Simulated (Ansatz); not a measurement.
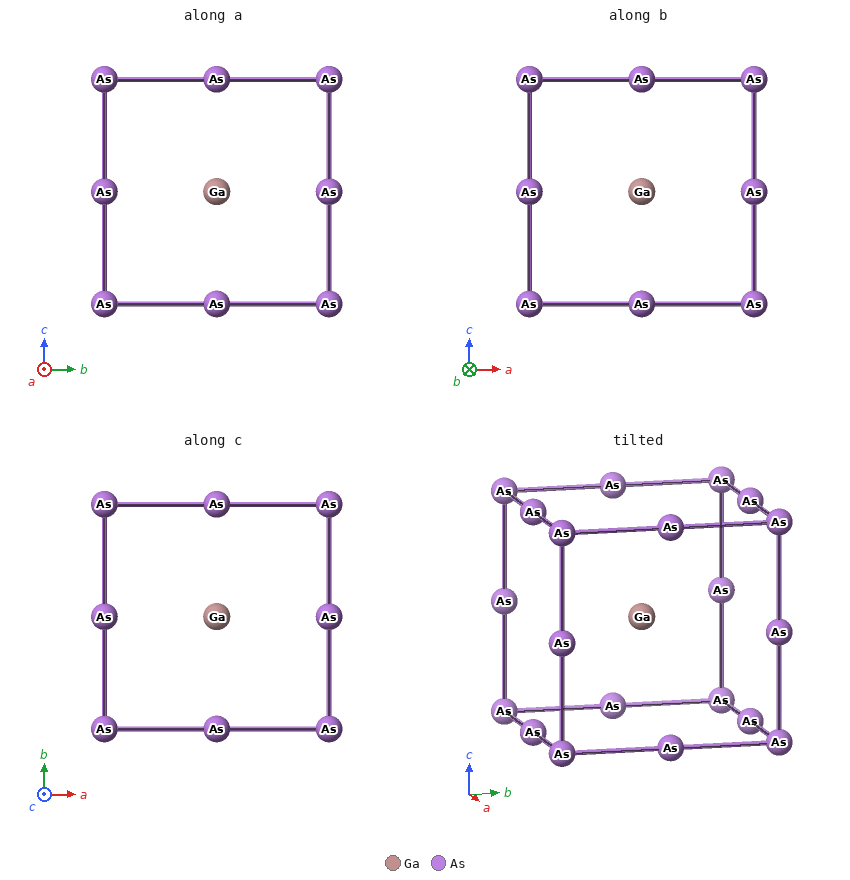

Drawn in the ball-and-stick manner and seen along the a axis, along the b axis, along the c axis and slightly off an axis. The parallelepiped is the conventional unit cell.

Lattice parameters: a = 5.0104 Å, b = 5.0104 Å, c = 5.0104 Å, α = 90.000°, β = 90.000°, γ = 90.000°.

Record the structure as a CIF with its space group and independent sites.

```cif
data_structure
_symmetry_space_group_name_H-M 'P m -3 m'
_symmetry_Int_Tables_number 221
_cell_length_a 5.0104
_cell_length_b 5.0104
_cell_length_c 5.0104
_cell_angle_alpha 90.000
_cell_angle_beta 90.000
_cell_angle_gamma 90.000
_cell_volume 125.78
loop_
_atom_site_label
_atom_site_type_symbol
_atom_site_symmetry_multiplicity
_atom_site_Wyckoff_symbol
_atom_site_fract_x
_atom_site_fract_y
_atom_site_fract_z
_atom_site_occupancy
Ga1 Ga 1 b 0.5000 0.5000 0.5000 1
As1 As 3 d 0.5000 0.0000 0.0000 1
As2 As 1 a 0.0000 0.0000 0.0000 1
```

The cell started as a random cell made by a generator, so it need not be a real form of the compound. What is shown is the relaxed result from DFT PBE, scalar-relativistic, plane waves, PAW in Ansatz 0.2.0.
